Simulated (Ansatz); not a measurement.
**AlF4H···CH4: density, localisation and related maps**

```tsv
atom	x (Å)	y (Å)	z (Å)
Al	-1.3456	0.3563	0.5292
C	1.2378	-0.4763	-1.2383
F	-1.7572	-1.2003	0.0196
F	-1.2231	1.6527	-0.5462
H	-0.2643	0.5320	2.4405
F	-1.8895	0.7772	2.1386
H	2.0517	-0.4866	-0.5111
F	0.2791	0.2737	1.6478
H	0.8084	0.5283	-1.3012
H	0.4780	-1.2115	-0.9559
H	1.6247	-0.7453	-2.2230
```

Computed with RKS PBE0-D4/6-31G in Ansatz.

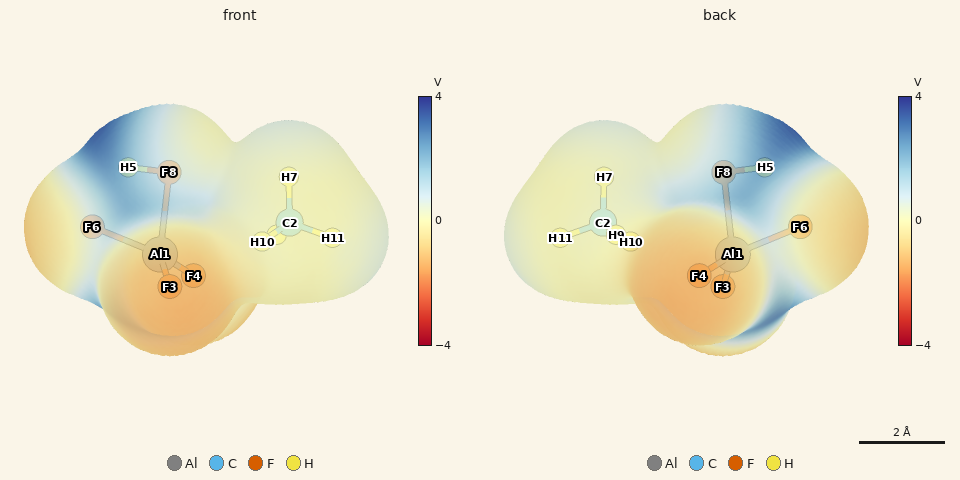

Figure 1. The molecular electrostatic potential painted on the density surface at 0.001 e/bohr³, seen from the front and from behind; red is negative and blue positive.

Q: Describe the electrostatic potential map.

A: The most negative region (about −1.4 V, or −32 kcal/mol for a unit charge) lies over F3 and F4, the most positive (about +3.3 V, or +76 kcal/mol for a unit charge) over H5.

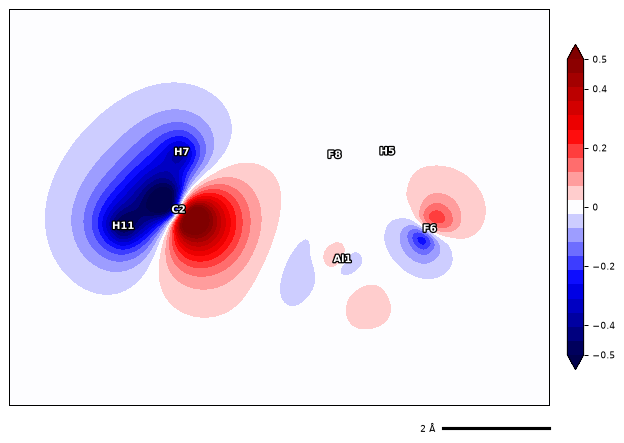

Figure 2. The HOMO−1 on the plane of atoms F6, Al1 and F8 (values in Å⁻³ᐟ²; the overall sign is arbitrary).

Q: What is the character of this orbital?

A: It lies mainly on C2 (about 35 %), F3 (about 15 %), F4 (about 15 %), H11 (about 10 %), H9 (about 5 %) and H10 (about 5 %). Its energy is −10.93 eV.

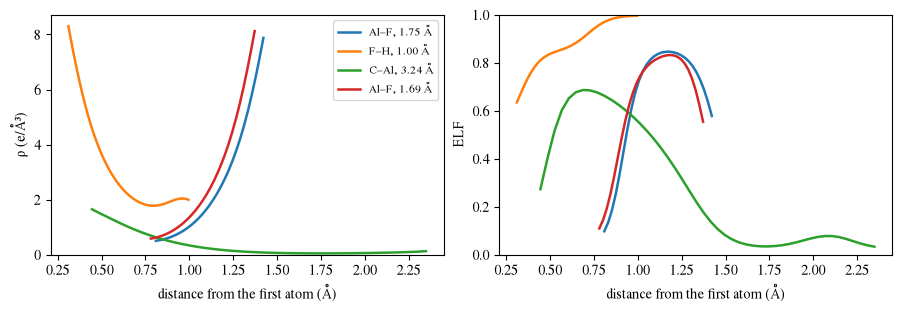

Figure 3. Total electron density and electron localisation function along straight lines between neighbouring atoms. The curves leave out the atomic cores.

Q: Compare the contacts.

A: Al–F (1.75 Å): ρ is about 0.6 e/Å³ halfway; the ELF peaks at about 0.85 in the valence shell of F, 0.6 Å from its nucleus, and is about 0.25 at the midpoint.
F–H (1.00 Å): the density is about 3.7 e/Å³ at the midpoint; the ELF climbs to about 1 towards the hydrogen, as it does in any bond to H; an ordinary covalent bond to hydrogen.
C2···Al1 (3.24 Å): the density falls to about 0.04 e/Å³ on the way; the ELF is about 0.05 at the midpoint.
Al–F (1.69 Å): ρ is about 0.69 e/Å³ halfway; the ELF peaks at about 0.85 in the valence shell of F, 0.5 Å from its nucleus, and is about 0.25 at the midpoint.
